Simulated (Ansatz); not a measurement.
# AlAsH₃+ (triplet): correlated methods under varied settings

What do other methods and options give for AlAsH₃+ (triplet) at this geometry, and how long do they take?

Method: the settings change from run to run; program: Ansatz 0.2.0, Gaussian basis.

18 further runs of the same task are left out: 7 that didn't finish, 11 set aside as unsound or not needed. Runs told in other sessions of the task aren't counted.

## (1) The system

The geometry is a PBE0/def2-TZVP stationary point (not a proven minimum) of the parent state, kept for this charge and spin. No spin-orbit coupling is included. The filled d shell of As may be among the frozen orbitals whatever the setting's name suggests.

5 atoms, charge 1, spin multiplicity 3.

Atoms are counted from 1 here; the program's logs count them from 0.

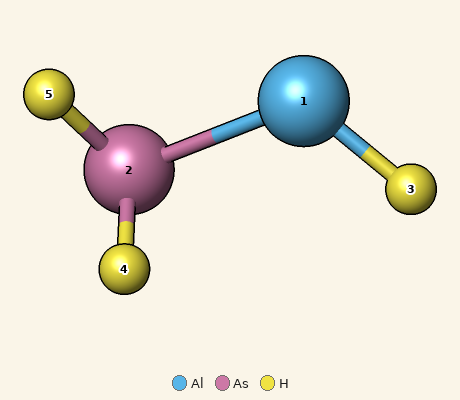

The structure; aluminium blue, arsenic pink, hydrogen yellow; atoms are numbered from 1 in the order of the file.

## (2) NEVPT2(6,5)/6-31G

in.yaml reads:

```yaml
crystal:
  periodic: [false, false, false]
  atoms:
    - {symbol: Al, position_ang: [0.030968, -0.131818, 1.790177]}
    - {symbol: As, position_ang: [-0.036900, 0.036215, -0.659781]}
    - {symbol: H, position_ang: [-0.046103, 1.270326, 2.572815]}
    - {symbol: H, position_ang: [1.257138, 0.843580, -0.588998]}
    - {symbol: H, position_ang: [0.702801, -1.277219, -0.862641]}
basis:
  gaussian: {orbitals: 6-31G}
total_charge: 1
magnetization: {spin_polarized: false, initial_magnetization: 2}
correlation: {method: sc_nevpt2, electrons: outside_noble_gas, active_space: {window: {electrons: 6, orbitals: 5}}}
```

Started as:

```sh
$ ansatz run in.yaml --threads 1 --pin off --events-out ev --progress --plain --max-ram 2393MiB
```

Log:

```text
Functional definition: HF
  name "HF"
  cite "Fock, Z. Phys. 61, 126 (1930) doi:10.1007/BF01340294"
  parent pbe
  exchange = exact_x
  correlation = 0
484 factors; integrals over basis functions are off by at most 3.1e-4 eV
mean field evaluation 1: about -67404.8032 eV, gradient 9.9e0 eV
mean field evaluation 2: about -67404.8675 eV, gradient 1.0e1 eV
mean field evaluation 4: about -67405.8685 eV, gradient 2.0e0 eV
mean field evaluation 8: about -67406.0430 eV, gradient 5.5e-1 eV
mean field evaluation 16: about -67406.0534 eV, gradient 2.8e-6 eV
mean field -67406.05341821 eV, -2477.1267736553 hartree, gradient 2.9e-6 eV, S^2 2.000000; 0 other end points of the search recorded, 0 dependent functions left out
reference -67406.05341821 eV, -2477.1267736553 hartree; 25, 23 occupied and 23, 25 virtual orbitals, 484 factors
state -67406.60179988 eV, -2477.1469263100 hartree
state -67406.60179988 eV, -2477.1469263100 hartree; corrected -67408.15996201 eV, -2477.2041877119 hartree
Total energy: -67408.15996201 eV, -2477.2041877119 hartree
```

Wall time 2.2 s (1 thread of Arm Neoverse V1, shared host).

From the report: 100 determinants; active occupations 2.00, 1.97, 1.00, 1.00, 0.04.

## (3) BCCD(T) on ROHF/cc-pVDZ

Changes to in.yaml since step 2:

```diff
@@ -9,5 +9,6 @@
 basis:
-  gaussian: {orbitals: 6-31G}
+  gaussian: {orbitals: cc-pVDZ}
 total_charge: 1
 magnetization: {spin_polarized: false, initial_magnetization: 2}
-correlation: {method: sc_nevpt2, electrons: outside_noble_gas, active_space: {window: {electrons: 6, orbitals: 5}}}
+correlation: {method: bccd_t, electrons: outside_noble_gas}
+scf: {lower_state_search: off}
```

Same command.

Log (excerpt; [...] marks lines left out):

```text
Functional definition: HF
  name "HF"
  cite "Fock, Z. Phys. 61, 126 (1930) doi:10.1007/BF01340294"
  parent pbe
[...]
639 factors; integrals over basis functions are off by at most 1.1e-3 eV
[...]
mean field -67416.01165382 eV, -2477.4927320639 hartree, gradient 2.9e-6 eV, S^2 2.000000; 0 other end points of the search recorded, 0 dependent functions left out
19 core orbitals not correlated: weight in the atoms' cores, before any rotation towards them, 1.000 or more for the frozen orbitals, at most 0.000 for the correlated occupied ones
reference -67416.01165382 eV, -2477.4927320639 hartree; 6, 4 occupied and 35, 37 virtual orbitals, 639 factors
second order -3.72181851 eV of doubles, -0.07606287 eV of singles
cycle   1  -4.50488055 eV  change   -7.1e-1 eV  update   7.4e-2
[...]
cycle  15  -4.81811503 eV  change   -6.4e-6 eV  update   8.0e-6
perturbative correction -0.13397898 eV, -0.0049236366 hartree
Total energy: -67420.96374782 eV, -2477.6747181619 hartree
Checks for a lower state left out: stability, starts, cluster_reference, orbital_swaps, neighbouring_geometries, increment
```

Wall time 2.4 s (1 thread of Arm Neoverse V1, shared host).

From the report: correlation -4.9521 eV; largest double amplitude 0.03.

## (4) MP2 on UHF/6-31G

Changes to in.yaml since step 3:

```diff
@@ -9,6 +9,6 @@
 basis:
-  gaussian: {orbitals: cc-pVDZ}
+  gaussian: {orbitals: 6-31G}
 total_charge: 1
-magnetization: {spin_polarized: false, initial_magnetization: 2}
-correlation: {method: bccd_t, electrons: outside_noble_gas}
-scf: {lower_state_search: off}
+magnetization: {spin_polarized: true, initial_magnetization: 2}
+correlation: {method: mp2, electrons: valence}
+scf: {lower_state_search: full}
```

Launched as before.

Log (excerpt; [...] marks lines left out):

```text
Functional definition: HF
  name "HF"
  cite "Fock, Z. Phys. 61, 126 (1930) doi:10.1007/BF01340294"
  parent pbe
[...]
484 factors; integrals over basis functions are off by at most 3.1e-4 eV
[...]
mean field -67406.14898318 eV, -2477.1302856031 hartree, gradient 1.8e-6 eV, S^2 2.023460; 5 other end points of the search recorded, 0 dependent functions left out
14 core orbitals not correlated: weight in the atoms' cores, before any rotation towards them, 1.000 or more for the frozen orbitals, at most 0.000 for the correlated occupied ones
reference -67406.14898318 eV, -2477.1302856031 hartree; 11, 9 occupied and 23, 25 virtual orbitals, 484 factors
second order -5.94926950 eV of doubles, -0.00000000 eV of singles
Total energy: -67412.09825268 eV, -2477.3489172247 hartree
```

It took 1.8 s on 1 thread of Arm Neoverse V1, shared host.

From the report: ⟨S²⟩ of the determinant 2.023 (pure triplet: 2.00).

## (5) CASSCF(2,3)/cc-pVDZ

Changes to in.yaml since step 4:

```diff
@@ -9,6 +9,7 @@
 basis:
-  gaussian: {orbitals: 6-31G}
+  gaussian: {orbitals: cc-pVDZ}
 total_charge: 1
-magnetization: {spin_polarized: true, initial_magnetization: 2}
-correlation: {method: mp2, electrons: valence}
-scf: {lower_state_search: full}
+magnetization: {spin_polarized: false, initial_magnetization: 2}
+correlation: {active_space: {window: {electrons: 2, orbitals: 3}}}
+accuracy: high
+output: {forces: true}
```

The command is unchanged.

Log (excerpt; [...] marks lines left out):

```text
Functional definition: HF
  name "HF"
  cite "Fock, Z. Phys. 61, 126 (1930) doi:10.1007/BF01340294"
  parent pbe
[...]
1311 factors; integrals over basis functions are off by at most 4.6e-9 eV
[...]
mean field -67416.01173503 eV, -2477.4927350483 hartree, gradient 2.2e-8 eV, S^2 2.000000; 2 other end points of the search recorded, 0 dependent functions left out
reference -67416.01173503 eV, -2477.4927350483 hartree; 25, 23 occupied and 35, 37 virtual orbitals, 1311 factors
state -67416.01173503 eV, -2477.4927350483 hartree
[...]
Total energy: -67416.01173503 eV, -2477.4927350483 hartree
Atom 0 at     0.030968    -0.131818     1.790177 Å, force    -0.523481     0.085001     2.282266 eV/Å
Atom 1 at    -0.036900     0.036215    -0.659781 Å, force     1.376050    -0.170106    -0.583938 eV/Å
Atom 2 at    -0.046103     1.270326     2.572815 Å, force     0.048810    -0.295827    -0.511454 eV/Å
Atom 3 at     1.257138     0.843580    -0.588998 Å, force    -0.448187     0.164736    -0.624495 eV/Å
Atom 4 at     0.702801    -1.277219    -0.862641 Å, force    -0.453192     0.216195    -0.562379 eV/Å
Dipole moment:     0.043331    -0.121461     0.309681 e Å
```

Wall time 6.5 s (1 thread of Arm Neoverse V1, shared host).

From the report: 9 determinants; active occupations 1.00, 1.00, 0.00. With so small a space the active step adds no correlation: the energy is the mean field's.

## (6) BCCD on UHF/cc-pVDZ

Changes to in.yaml since step 5:

```diff
@@ -9,7 +9,7 @@
 basis:
-  gaussian: {orbitals: cc-pVDZ}
+  gaussian: {orbitals: cc-pVDZ, point_charges: [{charge: 1.00, position_ang: [5.918, 0.767, 0.928]}]}
 total_charge: 1
-magnetization: {spin_polarized: false, initial_magnetization: 2}
-correlation: {active_space: {window: {electrons: 2, orbitals: 3}}}
-accuracy: high
-output: {forces: true}
+magnetization: {spin_polarized: true, initial_magnetization: 2}
+hamiltonian: {pseudopotentials: {relativity: scalar}}
+correlation: {method: bccd, electrons: outside_noble_gas}
+scf: {lower_state_search: light}
```

Launched as before.

Log (excerpt; [...] marks lines left out):

```text
Functional definition: HF
  name "HF"
  cite "Fock, Z. Phys. 61, 126 (1930) doi:10.1007/BF01340294"
  parent pbe
[...]
640 factors; integrals over basis functions are off by at most 1.1e-3 eV
[...]
mean field -67952.53739019 eV, -2497.2096892055 hartree, gradient 9.9e-6 eV, S^2 2.029661; 4 other end points of the search recorded, 0 dependent functions left out
determinant -67952.53739019 eV, -2497.2096892055 hartree, with singles and doubles -67957.21579159 eV, -2497.3816172855 hartree
determinant -67950.63179069 eV, -2497.1396597154 hartree, with singles and doubles -67955.51337492 eV, -2497.3190546271 hartree
determinant -67950.27637097 eV, -2497.1265982815 hartree, with singles and doubles -67955.15816432 eV, -2497.3060008783 hartree
19 core orbitals not correlated: weight in the atoms' cores, before any rotation towards them, 1.000 or more for the frozen orbitals, at most 0.000 for the correlated occupied ones
reference -67952.53739019 eV, -2497.2096892055 hartree; 6, 4 occupied and 35, 37 virtual orbitals, 640 factors
second order -3.67339618 eV of doubles, -0.00000000 eV of singles
cycle   1  -4.67539670 eV  change    3.0e-3 eV  update   7.1e-3
[...]
cycle  11  -4.67433011 eV  change    4.0e-7 eV  update   7.7e-6
Total energy: -67957.21172030 eV, -2497.3814676687 hartree
Relativity: scalar
```

It took 5.5 s on 1 thread of Arm Neoverse V1, shared host.

From the report: ⟨S²⟩ of the determinant 2.030 (pure triplet: 2.00); correlation -4.6743 eV; largest double amplitude 0.03.

## (7) CCSD/STO-3G

in.yaml reads:

```yaml
crystal:
  periodic: [false, false, false]
  atoms:
    - {symbol: Al, position_ang: [0.030968, -0.131818, 1.790177]}
    - {symbol: As, position_ang: [-0.036900, 0.036215, -0.659781]}
    - {symbol: H, position_ang: [-0.046103, 1.270326, 2.572815]}
    - {symbol: H, position_ang: [1.257138, 0.843580, -0.588998]}
    - {symbol: H, position_ang: [0.702801, -1.277219, -0.862641]}
basis:
  gaussian: {orbitals: STO-3G, point_charges: [{charge: 0.50, position_ang: [4.629, 0.996, 0.240]}]}
total_charge: 1
magnetization: {spin_polarized: true, initial_magnetization: 2}
hamiltonian: {xc: {name: r2SCAN}}
correlation: {method: ccsd, electrons: valence}
scf: {lower_state_search: off}
```

Same command.

Log (excerpt; [...] marks lines left out):

```text
Functional definition: r2SCAN
  name "r2SCAN"
  cite "Furness, Kaplan, Ning, Perdew & Sun, J. Phys. Chem. Lett. 11, 8208 (2020) doi:10.1021/acs.jpclett.0c02405"
  cite "Furness, Kaplan, Ning, Perdew & Sun, J. Phys. Chem. Lett. 11, 9248 (2020) doi:10.1021/acs.jpclett.0c03077"
  parent r2scan
[...]
309 factors; integrals over basis functions are off by at most 5.7e-5 eV
[...]
mean field -66711.06127146 eV, -2451.5862833447 hartree, gradient 5.5e-6 eV, S^2 2.010547; 0 other end points of the search recorded, 0 dependent functions left out
14 core orbitals not correlated: weight in the atoms' cores, before any rotation towards them, 0.999 or more for the frozen orbitals, at most 0.000 for the correlated occupied ones
reference -66660.52452689 eV, -2449.7290922368 hartree; 11, 9 occupied and 5, 7 virtual orbitals, 309 factors
second order -1.44018191 eV of doubles, -0.24050527 eV of singles
cycle   1  -2.15028524 eV  change   -4.7e-1 eV  update   6.6e-2
[...]
cycle  11  -2.45318344 eV  change    4.7e-6 eV  update   1.9e-5
Total energy: -66662.97771033 eV, -2449.8192450655 hartree
Checks for a lower state left out: stability, starts, cluster_reference, orbital_swaps, neighbouring_geometries, increment
```

Run time: 2.2 s. Hardware: 1 thread of Arm Neoverse V1, shared host.

From the report: ⟨S²⟩ of the determinant 2.011 (pure triplet: 2.00); correlation -2.4532 eV; T1 0.023; largest double amplitude 0.07. The orbitals are Kohn-Sham ones, so correlation energy and T1 don't compare with those on Hartree-Fock orbitals.

## (8) CCSD on UHF/def2-mTZVP

Changes to in.yaml since step 7:

```diff
@@ -9,7 +9,6 @@
 basis:
-  gaussian: {orbitals: STO-3G, point_charges: [{charge: 0.50, position_ang: [4.629, 0.996, 0.240]}]}
+  gaussian: {orbitals: def2-mTZVP}
 total_charge: 1
 magnetization: {spin_polarized: true, initial_magnetization: 2}
-hamiltonian: {xc: {name: r2SCAN}}
-correlation: {method: ccsd, electrons: valence}
-scf: {lower_state_search: off}
+correlation: {method: ccsd, electrons: outside_noble_gas}
+accuracy: high
```

Launched as before.

Log (excerpt; [...] marks lines left out):

```text
Functional definition: HF
  name "HF"
  cite "Fock, Z. Phys. 61, 126 (1930) doi:10.1007/BF01340294"
  parent pbe
[...]
1214 factors; integrals over basis functions are off by at most 4.6e-9 eV
[...]
mean field -67416.77148937 eV, -2477.5206555053 hartree, gradient 9.5e-8 eV, S^2 2.028077; 4 other end points of the search recorded, 0 dependent functions left out
determinant -67416.77148937 eV, -2477.5206555053 hartree, with singles and doubles -67420.90033633 eV, -2477.6723878327 hartree
determinant -67414.88175058 eV, -2477.4512088856 hartree, with singles and doubles -67419.25458953 eV, -2477.6119077533 hartree
determinant -67414.40538468 eV, -2477.4337027617 hartree, with singles and doubles -67418.70105369 eV, -2477.5915656862 hartree
19 core orbitals not correlated: weight in the atoms' cores, before any rotation towards them, 1.000 or more for the frozen orbitals, at most 0.000 for the correlated occupied ones
reference -67416.77148937 eV, -2477.5206555053 hartree; 6, 4 occupied and 42, 44 virtual orbitals, 1214 factors
second order -3.20343602 eV of doubles, -0.00000000 eV of singles
cycle   1  -4.10991686 eV  change   -1.8e-1 eV  update   1.8e-2
[...]
cycle  28  -4.13138691 eV  change  -9.4e-11 eV  update  6.5e-10
Total energy: -67420.90287628 eV, -2477.6724811739 hartree
```

Wall time 11 s (1 thread of Arm Neoverse V1, shared host).

From the report: ⟨S²⟩ of the determinant 2.028 (pure triplet: 2.00); correlation -4.1314 eV; T1 0.029; largest double amplitude 0.04.

## (9) BCCD on ROHF/cc-pVDZ

Changes to in.yaml since step 8:

```diff
@@ -9,6 +9,6 @@
 basis:
-  gaussian: {orbitals: def2-mTZVP}
+  gaussian: {orbitals: cc-pVDZ}
 total_charge: 1
-magnetization: {spin_polarized: true, initial_magnetization: 2}
-correlation: {method: ccsd, electrons: outside_noble_gas}
-accuracy: high
+magnetization: {spin_polarized: false, initial_magnetization: 2}
+correlation: {method: bccd, electrons: outside_noble_gas}
+scf: {lower_state_search: off}
```

Launched as before.

Log (excerpt; [...] marks lines left out):

```text
Functional definition: HF
  name "HF"
  cite "Fock, Z. Phys. 61, 126 (1930) doi:10.1007/BF01340294"
  parent pbe
[...]
639 factors; integrals over basis functions are off by at most 1.1e-3 eV
[...]
mean field -67416.01165382 eV, -2477.4927320639 hartree, gradient 2.9e-6 eV, S^2 2.000000; 0 other end points of the search recorded, 0 dependent functions left out
19 core orbitals not correlated: weight in the atoms' cores, before any rotation towards them, 1.000 or more for the frozen orbitals, at most 0.000 for the correlated occupied ones
reference -67416.01165382 eV, -2477.4927320639 hartree; 6, 4 occupied and 35, 37 virtual orbitals, 639 factors
second order -3.72181851 eV of doubles, -0.07606287 eV of singles
cycle   1  -4.50488055 eV  change   -7.1e-1 eV  update   7.4e-2
[...]
cycle  15  -4.81811503 eV  change   -6.4e-6 eV  update   8.0e-6
Total energy: -67420.82976885 eV, -2477.6697945253 hartree
Checks for a lower state left out: stability, starts, cluster_reference, orbital_swaps, neighbouring_geometries, increment
```

Run time: 2.1 s. Hardware: 1 thread of Arm Neoverse V1, shared host.

From the report: correlation -4.8181 eV; largest double amplitude 0.03.

## (10) MP2 on ROHF/6-31G*

Changes to in.yaml since step 9:

```diff
@@ -9,6 +9,5 @@
 basis:
-  gaussian: {orbitals: cc-pVDZ}
+  gaussian: {orbitals: "6-31G*", point_charges: [{charge: -0.50, position_ang: [3.816, -0.546, -0.266]}]}
 total_charge: 1
 magnetization: {spin_polarized: false, initial_magnetization: 2}
-correlation: {method: bccd, electrons: outside_noble_gas}
-scf: {lower_state_search: off}
+correlation: {method: mp2, electrons: outside_noble_gas}
```

Launched as before.

Log (excerpt; [...] marks lines left out):

```text
Functional definition: HF
  name "HF"
  cite "Fock, Z. Phys. 61, 126 (1930) doi:10.1007/BF01340294"
  parent pbe
[...]
592 factors; integrals over basis functions are off by at most 1.1e-3 eV
[...]
mean field -67410.27329936 eV, -2477.2818514271 hartree, gradient 3.1e-6 eV, S^2 2.000000; 2 other end points of the search recorded, 0 dependent functions left out
[...]
19 core orbitals not correlated: weight in the atoms' cores, before any rotation towards them, 1.000 or more for the frozen orbitals, at most 0.000 for the correlated occupied ones
reference -67410.27329936 eV, -2477.2818514271 hartree; 6, 4 occupied and 35, 37 virtual orbitals, 592 factors
second order -3.15728057 eV of doubles, -0.07209385 eV of singles
Total energy: -67413.50267378 eV, -2477.4005287482 hartree
```

Run time: 1.9 s. Hardware: 1 thread of Arm Neoverse V1, shared host.

## (11) The runs in one table

Where basis and cores are those of an earlier UCCSDT(Q)/cc-pVDZ run (-67421.0050 eV), and the records show the same count of frozen orbitals and kind of state, the miss against it is given; a blank cell means that this couldn't be shown.

| level | correlated | functions | energy (eV) | from UCCSDT(Q) (meV) | time |
| --- | --- | --- | --- | --- | --- |
| NEVPT2(6,5)/6-31G | outside noble gas | 48 | -67408.1600 |  | 2.2 s |
| BCCD(T) on ROHF/cc-pVDZ | outside noble gas | 60 | -67420.9637 | 41.3 | 2.4 s |
| MP2 on UHF/6-31G | valence | 48 | -67412.0983 |  | 1.8 s |
| CASSCF(2,3)/cc-pVDZ |  | 60 | -67416.0117 | 4993.3 | 6.5 s |
| BCCD on UHF/cc-pVDZ (beside a point charge, relativity set) | outside noble gas | 60 | -67957.2117 |  | 5.5 s |
| CCSD/STO-3G (beside a point charge, on r2SCAN orbitals) | valence | 30 | -66662.9777 |  | 2.2 s |
| CCSD on UHF/def2-mTZVP | outside noble gas | 67 | -67420.9029 |  | 11 s |
| BCCD on ROHF/cc-pVDZ | outside noble gas | 60 | -67420.8298 | 175.2 | 2.1 s |
| MP2 on ROHF/6-31G* (beside a point charge) | outside noble gas | 60 | -67413.5027 |  | 1.9 s |

## (12) Outcome

| quantity | value |
| --- | --- |
| runs | 9 |
| quickest | MP2 on UHF/6-31G, 1.8 s |
| slowest | CCSD on UHF/def2-mTZVP, 11 s |

In words: Total energies in different bases, with other cores or another treatment of relativity can't be set against each other. «valence» and «outside noble gas» are the program's key words; the logs give how many orbitals each freezes, and for Ga to Kr the 3d shell needn't follow the word's plain sense. CCSD on UHF/def2-mTZVP took 6 times as long as MP2 on UHF/6-31G; the jobs differ in more than the method. Among the correlated runs with a miss given, it spans +41 to +175 meV. Hartree-Fock, CASSCF and CASCI lack dynamic correlation by design.
